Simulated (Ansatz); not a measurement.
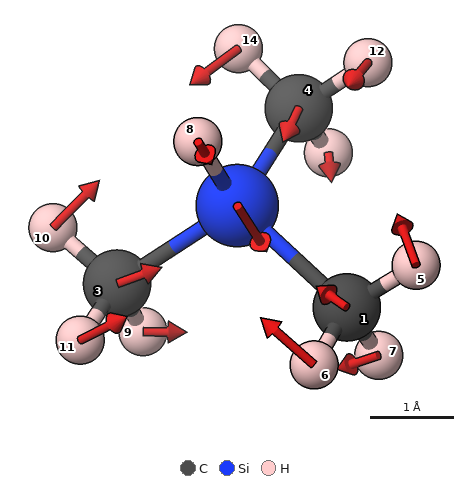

This is a relaxation of C3H10Si. The starting structure is drawn; red arrows show the displacements, magnified 30 times. The two geometries are superimposed by the best rigid fit.

A ball-and-stick model, seen at a tilt.

The start comes from GFN2-xTB.

All numbers below come from RKS PBE0-D4/def2-TZVP in Ansatz.

The input:
```yaml
crystal:
  periodic: [false, false, false]
  atoms:
    - {symbol: C, position_ang: [-0.968510, 1.093360, -1.049140]}
    - {symbol: Si, position_ang: [-0.363490, -0.015650, 0.374930]}
    - {symbol: C, position_ang: [1.251990, 0.691960, 1.091120]}
    - {symbol: C, position_ang: [-0.050480, -1.775020, -0.281940]}
    - {symbol: H, position_ang: [-1.898520, 0.722480, -1.469460]}
    - {symbol: H, position_ang: [-1.145120, 2.109790, -0.710670]}
    - {symbol: H, position_ang: [-0.241380, 1.139070, -1.855460]}
    - {symbol: H, position_ang: [-1.390620, -0.060860, 1.432810]}
    - {symbol: H, position_ang: [2.035460, 0.737360, 0.339560]}
    - {symbol: H, position_ang: [1.620720, 0.081750, 1.910130]}
    - {symbol: H, position_ang: [1.107410, 1.698190, 1.472860]}
    - {symbol: H, position_ang: [-0.954500, -2.205840, -0.701720]}
    - {symbol: H, position_ang: [0.706460, -1.779890, -1.061580]}
    - {symbol: H, position_ang: [0.290590, -2.436680, 0.508570]}
basis:
  gaussian: {orbitals: def2-TZVP}
hamiltonian: {xc: pbe0, dispersion: d4}
relax: {f_tol: 0.005, max_steps: 150}
```

Question: What did the optimiser do to the structure, and how much energy did it gain?

Answer: After 5 geometry steps the energy has fallen by 0.92 kcal/mol. The largest force component goes from 0.77 to 0.00027 eV/Å. Si2 moves most after the best rigid fit: 0.036 Å. Largest moves by element: Si 0.036 Å, H 0.030 Å, C 0.020 Å. Near-neighbour distances that change, for instance: C1–Si2 1.904 → 1.874 Å, Si2–H8 1.475 → 1.494 Å, C1–H5 1.086 → 1.093 Å.
